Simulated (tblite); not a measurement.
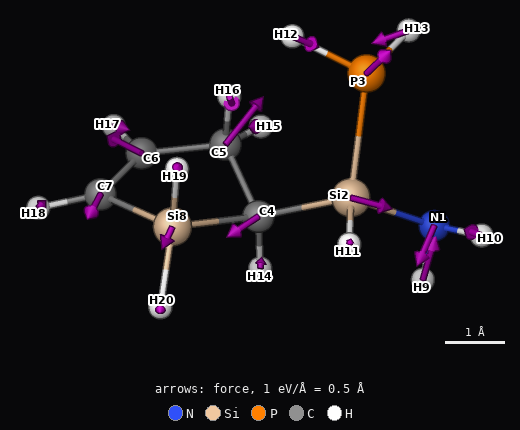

Starting geometry of C₄H₁₂NPSi₂ with the computed forces as purple arrows. Style: ball-and-stick. Shown from a free direction.

These are results of GFN2-xTB geometry optimisation, gas phase in tblite, not measurements. 

What follows when this structure is relaxed?

Answer. It isn't relaxed: the largest force vector, on C5, is 2.24 eV/Å. The final displacements have little in common with the starting forces (cosine between the two patterns 0.21). The largest move after the best rigid fit is that of H16, 1.21 Å. Largest moves by element: H 1.21 Å, C 0.51 Å, P 0.37 Å, N 0.34 Å, Si 0.16 Å. Near-neighbour distances that change, for instance: N1–Si2 1.797 → 1.728 Å, P3–H12 1.447 → 1.380 Å, N1–H9 1.062 → 1.007 Å, P3–H13 1.436 → 1.381 Å. Among the angles between lasting bonds that change: H12–P3–H13 111.4° → 92.4°, Si2–P3–H12 111.6° → 95.1°, Si2–P3–H13 111.8° → 95.6°. Groups turn about C4–C5 by about 30°, C5–C6 by about 30°, N1–Si2 by about 25°. Over 154 geometry steps the energy falls by 1.331 eV. The run took 1.6 s on 1 thread of Arm Neoverse V1, with other jobs on the host.
